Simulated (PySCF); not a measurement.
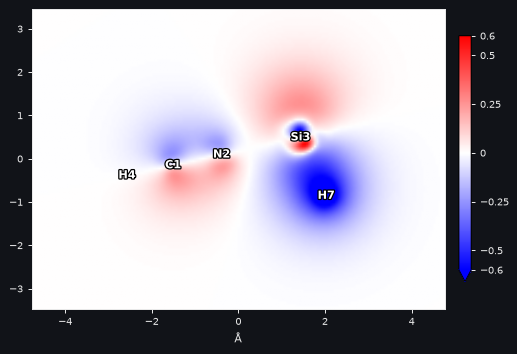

The picture shows: CH₄NSi (SMILES C#[N+][SiH3]) (charge +1). The HOMO on the plane of atoms N2, Si3 and H7 (values in Å⁻³ᐟ²; the overall sign is arbitrary).

Geometry: PBE0-D3(BJ)/def2-SVP.

Computed with Gaussian-basis quantum chemistry of an isolated molecule with PySCF, energy and nuclear gradient, functional PBE0 in PySCF.

```csv
atom,x (Å),y (Å),z (Å)
C,-0.3866,0.5436,0.8244
N,-1.4717,0.1924,0.9351
Si,-3.2424,-0.3802,1.1130
H,0.6469,0.8780,0.7194
H,-3.3879,-0.4033,2.5836
H,-3.9622,0.6953,0.3992
H,-3.1858,-1.6936,0.4376
```

Where does this orbital lie, and at what energy?

Answer. By Hirshfeld shares it lies mainly on Si3 (about 40 %), H7 (about 35 %), H5 (about 10 %) and H6 (about 10 %). It is one of a degenerate set, so its orientation is arbitrary. Its energy is −15.40 eV.
